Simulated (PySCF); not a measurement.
Ionisation energy of the C atom ([He] 2s² 2p² → [He] 2s² 2p). PySCF, def2-SVP, non-relativistic, unrestricted single determinants, no spin-orbit coupling. Methods marked “valence” freeze 2 core electrons.

The results, method by method:

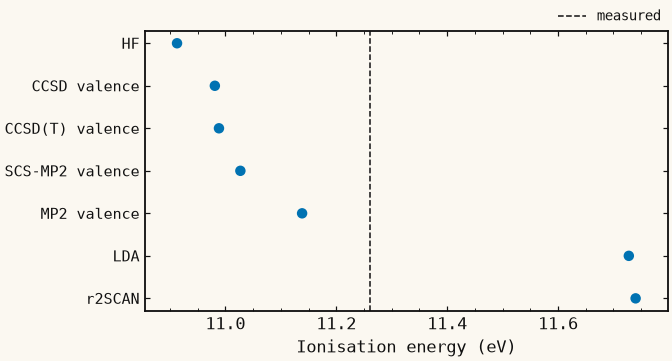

```json
{"Method": "HF", "Ionisation energy (eV)": "10.913"}
{"Method": "LDA", "Ionisation energy (eV)": "11.728"}
{"Method": "r2SCAN", "Ionisation energy (eV)": "11.740"}
{"Method": "MP2 valence", "Ionisation energy (eV)": "11.138"}
{"Method": "SCS-MP2 valence", "Ionisation energy (eV)": "11.027"}
{"Method": "CCSD valence", "Ionisation energy (eV)": "10.981"}
{"Method": "CCSD(T) valence", "Ionisation energy (eV)": "10.988"}
```

The values run from 10.913 eV (HF) to 11.740 eV (r2SCAN). The measured value is 11.260 eV; nearest to it come MP2 valence (−0.122) and SCS-MP2 valence (−0.233), furthest r2SCAN (+0.480 eV).

Note: spin-orbit shift not estimated.
